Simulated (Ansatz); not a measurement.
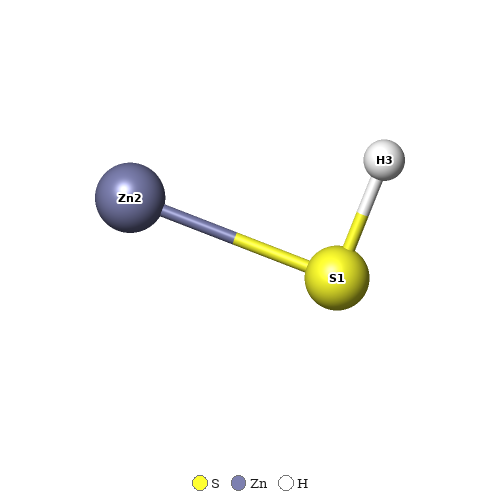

The system is HSZn, SMILES [SH][Zn], spin multiplicity 2; the picture shows the grid point nearest to the relaxed geometry. Two internal coordinates are moved rigidly from the geometry relaxed at PBE0-D4/def2-TZVP, all others fixed. Coordinates scanned: (1) bond S1–H3; (2) angle Zn2–S1–H3. The grid has 5 × 5 points. Energies: kJ/mol, counted from the lowest grid point. Theory: UKS PBE-D4/def2-TZVPP in Ansatz 0.2.0.

Its coordinates:

```yaml
atoms:
  - { symbol: S, position_ang: [-0.5940, 0.5481, -0.2786] }
  - { symbol: Zn, position_ang: [1.3555, 0.1525, 0.7639] }
  - { symbol: H, position_ang: [-0.7666, -0.7217, -0.4913] }
```

Range: bond S1–H3 from 1.184 to 1.883 Å; angle Zn2–S1–H3 from 61 to 121°.

### Predict the map.

The lowest grid point is at bond S1–H3 = 1.299 Å, angle Zn2–S1–H3 = 91°. The bottom of the well lies between grid points, at about bond S1–H3 = 1.357 Å, angle Zn2–S1–H3 = 90°, about 4.1 kJ/mol lower on the interpolated surface. It is the only kind of minimum in the scanned range. The highest grid point, bond S1–H3 = 1.883 Å, angle Zn2–S1–H3 = 121°, lies 162 kJ/mol above the lowest. Round the minimum the two coordinates are nearly uncoupled.

```csv
"angle Zn2–S1–H3 ↓, bond S1–H3 →",1.184,1.299,1.468,1.665,1.883
121,65,23,31,87,162
106,49,6,15,72,149
91,43,0,8,64,142
76,52,7,13,67,141
61,80,34,36,84,149
```

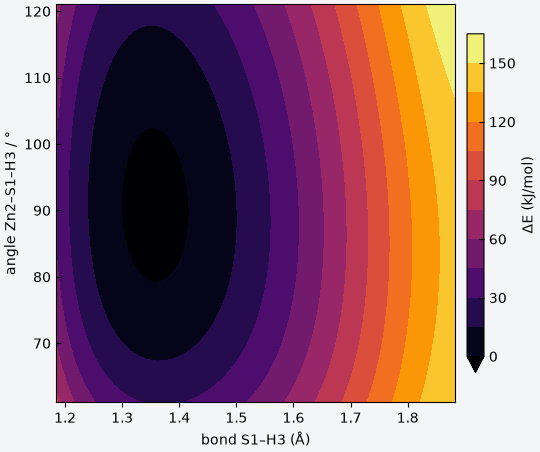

Drawn: filled contours. Between grid points the surface is interpolated.
